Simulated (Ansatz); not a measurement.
# CH₄F₃GaO: inputs that go wrong

Aim: try 3 inputs for CH₄F₃GaO as typed, read how each ends, and find what has to change.

Method: the settings change from run to run; program: Ansatz 0.2.0, Gaussian basis.

## Step 1: The geometry

The structure was relaxed beforehand with PBE0-D4 in a triple-zeta def2 set.

SMILES `C[OH+][Ga-]([F])([F])[F]`, 10 atoms, charge 0, spin multiplicity 1.

Atoms are counted from 1 here; the program's logs count them from 0.

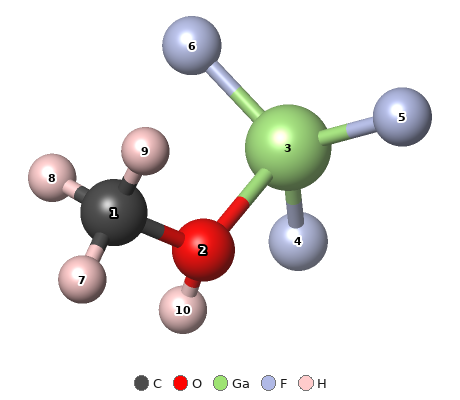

The geometry (carbon dark grey, oxygen red, gallium green, fluorine light blue, hydrogen pink); atoms are numbered from 1 in the order of the file.

## Step 2: Input 1

in.yaml reads:

```yaml
crystal:
  periodic: [false, false, false]
  atoms:
    - {symbol: C, position_ang: [0.219673, -0.595086, 0.825154]}
    - {symbol: O, position_ang: [0.445514, -0.282632, -0.175377]}
    - {symbol: Ga, position_ang: [-0.553111, 0.672075, -0.560887]}
    - {symbol: F, position_ang: [-0.800138, 0.300773, -1.397113]}
    - {symbol: F, position_ang: [0.166482, 1.618669, -0.699273]}
    - {symbol: F, position_ang: [-1.273606, 0.498046, 0.077403]}
    - {symbol: H, position_ang: [1.033842, -1.156329, 0.831120]}
    - {symbol: H, position_ang: [-0.011344, -0.888053, 0.998951]}
    - {symbol: H, position_ang: [0.672749, 0.016364, 1.228903]}
    - {symbol: H, position_ang: [0.269973, -0.678115, -0.635000]}
basis:
  gaussian: {orbitals: def2-TZVPP, fitting: {mean_field: def2-universal-jkfit}}
total_charge: -1
magnetization: {spin_polarized: true, initial_magnetization: 1}
hamiltonian: {xc: {name: HSE06}}
correlation: {method: rpa}
```

The run is started by

```
$ ansatz run in.yaml --threads 4 --pin off --events-out ev --progress --plain --max-ram 11315MiB
```

Standard output, cut to the lines that bear on the results:

```text
Functional definition: HSE06
  name "HSE06"
  cite "Heyd, Scuseria & Ernzerhof, J. Chem. Phys. 118, 8207 (2003) doi:10.1063/1.1564060"
  cite "Krukau, Vydrov, Izmaylov & Scuseria, J. Chem. Phys. 125, 224106 (2006) doi:10.1063/1.2404663"
  cite "Heyd & Scuseria, J. Chem. Phys. 120, 7274 (2004) doi:10.1063/1.1668634"
  cite "Ernzerhof & Perdew, J. Chem. Phys. 109, 3313 (1998) doi:10.1063/1.476928"
  cite "Perdew, Burke & Ernzerhof, Phys. Rev. Lett. 77, 3865 (1996) doi:10.1103/PhysRevLett.77.3865"
  parent pbe
[...]
  # The whole range is PBE's own exchange, as in plane waves. The composition of these papers is wPBEh.
[...]
721 factors; integrals over basis functions are off by at most 1.6e0 eV
721 factors; integrals over basis functions are off by at most 1.8e-7 eV
[...]
mean field -63469.49346667 eV, -2332.4608637324 hartree, gradient 3.0e-6 eV, S^2 0.762229; 10 other end points of the search recorded, 0 dependent functions left out
14 core orbitals not correlated: weight in the atoms' cores, before any rotation towards them, 0.982 or more for the frozen orbitals, at most 0.013 for the correlated occupied ones
reference -63387.34435067 eV, -2329.4419394019 hartree; 25, 24 occupied and 220, 221 virtual orbitals, 721 factors
Total energy: -63443.72753298 eV, -2331.5139831340 hartree
```

Run time: 58 s. Hardware: 4 threads of Arm Neoverse V2, shared host; peak memory 1.7 GiB.

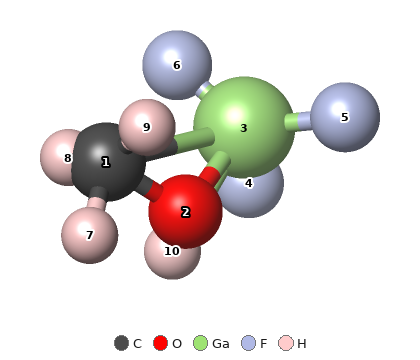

The geometry of this input.

Diagnosis: It ended without an error, which proves nothing about the input. The geometry is squeezed well below its size. The shortest distance is 0.41 Å (C1–H8), against 0.96 Å in the relaxed molecule. It also asks for charge -1 and multiplicity 2, another species or state than the molecule above. Its coordinates are also moved off the relaxed structure. Its energy is no property of the relaxed molecule. To mend it, use the relaxed coordinates, and set charge and spin to those of the species named.

## Step 3: Input 2

in.yaml reads:

```yaml
crystal:
  periodic: [false, false, false]
  atoms:
    - {symbol: C, position_ang: [0.555823, -0.886245, 0.994623]}
    - {symbol: O, position_ang: [0.568045, -0.345795, -0.340147]}
    - {symbol: Ga, position_ang: [-0.654204, 1.173326, -0.850038]}
    - {symbol: F, position_ang: [-1.003544, 0.467791, -2.418949]}
    - {symbol: F, position_ang: [0.342950, 2.598944, -0.764802]}
    - {symbol: F, position_ang: [-1.858534, 0.981285, 0.408427]}
    - {symbol: H, position_ang: [1.321825, -1.657059, 1.070662]}
    - {symbol: H, position_ang: [-0.430210, -1.280051, 1.239198]}
    - {symbol: H, position_ang: [0.795964, -0.062936, 1.662536]}
    - {symbol: H, position_ang: [0.444887, -1.040361, -0.998508]}
basis:
  gaussian: {orbitals: def2-TZVPP}
hamiltonian: {xc: {name: CCSD(T)}}
output: {forces: true}
```

The command is unchanged.

Standard output:

```text
Error: YAML parse error: error: line 16 column 19: hamiltonian.xc: no functional is named "CCSD(T)"; the names, which are not case-sensitive, are SVWN5, SPW92, PBE, PBE0, PBEsol, revPBE, revPBE0, RPBE, rPW86-PBE, HSE06, wPBEh, LC-wPBE, HISS, HF, BLYP, B3LYP, B3LYP5, BHLYP, CAM-B3LYP, r2SCAN, r2SCANh, r2SCAN0, r2SCAN50, m-r2SCAN, B97, wB97, wB97X, wB97X-V, B97M-V, wB97M-V, B2PLYP, B2GP-PLYP, PBE0-DH, PBE-QIDH
  --> <input>:16:19
   |
14 | basis:
15 |   gaussian: {orbitals: def2-TZVPP}
16 | hamiltonian: {xc: {name: CCSD(T)}}
   |                   ^ hamiltonian.xc: no functional is named "CCSD(T)"; the names, which are not case-sensitive, are SVWN5, SPW92, PBE, PBE0, PBEsol, revPBE, revPBE0, RPBE, rPW86-PBE, HSE06, wPBEh, LC-wPBE, HISS, HF, BLYP, B3LYP, B3LYP5, BHLYP, CAM-B3LYP, r2SCAN, r2SCANh, r2SCAN0, r2SCAN50, m-r2SCAN, B97, wB97, wB97X, wB97X-V, B97M-V, wB97M-V, B2PLYP, B2GP-PLYP, PBE0-DH, PBE-QIDH
17 | output: {forces: true}
   |
```

Run time: 0.05 s. Hardware: 4 threads of Arm Neoverse V2, shared host.

What is wrong: Refused before any calculation. The method's name isn't one that the program takes here. Cure: set xc to hf, put the coupled-cluster method under correlation, and drop any dispersion key.

## Step 4: Input 3

in.yaml reads:

```yaml
crystal:
  periodic: [false, false, false]
  atoms:
    - {symbol: C, position_ang: [0.555823, -0.886245, 0.994623]}
    - {symbol: O, position_ang: [0.568045, -0.345795, -0.340147]}
    - {symbol: Ga, position_ang: [-0.654204, 1.173326, -0.850038]}
    - {symbol: F, position_ang: [-1.003544, 0.467791, -2.418949]}
    - {symbol: F, position_ang: [0.342950, 2.598944, -0.764802]}
    - {symbol: F, position_ang: [-1.858534, 0.981285, 0.408427]}
    - {symbol: H, position_ang: [-0.130210, -0.980051, 1.239198]}
    - {symbol: H, position_ang: [-0.430210, -1.280051, 1.239198]}
    - {symbol: H, position_ang: [0.795964, -0.062936, 1.662536]}
    - {symbol: H, position_ang: [0.444887, -1.040361, -0.998508]}
basis:
  gaussian: {orbitals: def2-SVP, fitting: {mean_field: def2-universal-jkfit}}
hamiltonian: {xc: {name: wB97X}}
output: {forces: true}
```

Same command.

Standard output, cut to the lines that bear on the results:

```text
Functional definition: wB97X
  name "wB97X"
  cite "Chai & Head-Gordon, J. Chem. Phys. 128, 084106 (2008) doi:10.1063/1.2834918"
  cite "Becke, J. Chem. Phys. 107, 8554 (1997) doi:10.1063/1.475007"
[...]
  # The coefficients of nought are those of the uniform gas.
[...]
      + exact_x_lr(omega)
[...]
      + integral(e_c_pw_opposite_spin*poly(b97_u_opposite, 1, cos1, cos2, cos3, cos4))
721 factors; integrals over basis functions are off by at most 2.1e-1 eV
721 factors; integrals over basis functions are off by at most 3.3e-7 eV
[...]
mean field -63647.59771932 eV, -2339.0060742938 hartree, gradient 6.7e-5 eV, S^2 0.000000; 0 other end points of the search recorded, 0 dependent functions left out
[...]
reference -63647.59768392 eV, -2339.0060729930 hartree; 38, 38 occupied and 84, 84 virtual orbitals, 721 factors
Total energy: -63647.59768392 eV, -2339.0060729930 hartree
Atom 0 at     0.555823    -0.886245     0.994623 Å, force    38.977347     4.285271   -13.716360 eV/Å
Atom 1 at     0.568045    -0.345795    -0.340147 Å, force    -1.307331    -0.381920     0.939433 eV/Å
Atom 2 at    -0.654204     1.173326    -0.850038 Å, force     0.257887     0.215487    -0.377861 eV/Å
Atom 3 at    -1.003544     0.467791    -2.418949 Å, force    -0.050638    -0.013840     0.087495 eV/Å
Atom 4 at     0.342950     2.598944    -0.764802 Å, force    -0.049380     0.021719     0.028486 eV/Å
Atom 5 at    -1.858534     0.981285     0.408427 Å, force    -0.002832    -0.270298     0.221547 eV/Å
Atom 6 at    -0.130210    -0.980051     1.239198 Å, force    -7.479534    30.415850    13.402336 eV/Å
Atom 7 at    -0.430210    -1.280051     1.239198 Å, force   -31.072123   -33.653058    -0.622227 eV/Å
Atom 8 at     0.795964    -0.062936     1.662536 Å, force     0.235352    -0.441164     0.209886 eV/Å
Atom 9 at     0.444887    -1.040361    -0.998508 Å, force     0.491253    -0.178047    -0.172736 eV/Å
Dipole moment:    -0.088670    -0.760149     0.436702 e Å
```

It took 3.2 s on 4 threads of Arm Neoverse V2, shared host; peak memory 0.41 GiB.

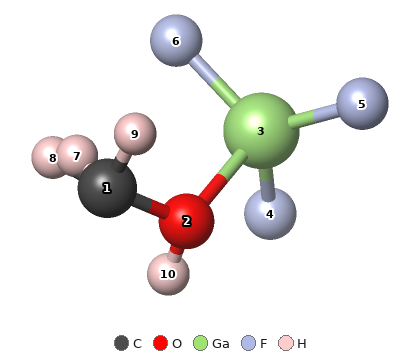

The geometry of this input.

What is wrong: The run converged, but a converged run isn't a right one. One atom was put on top of another. The shortest distance is 0.42 Å (H7–H8), against 0.96 Å in the relaxed molecule. Its energy is no property of the relaxed molecule. Fix: restore the atom's position.

## Step 5: How the tries ended

| input | level | ended | cause | time |
| --- | --- | --- | --- | --- |
| 1 | RPA/def2-TZVPP | converged | the geometry is squeezed well below its size | 58 s |
| 2 | CCSD(T)/def2-TZVPP | refused | the method's name isn't one that the program takes here | 0.05 s |
| 3 | wB97X/def2-SVP | converged | one atom was put on top of another | 3.2 s |

In words: 2 converged, 1 refused. A refusal costs next to no computing time. The dangerous case is the input that converges on a wrong geometry, charge, spin, basis or grid: often only a look at the input shows it.
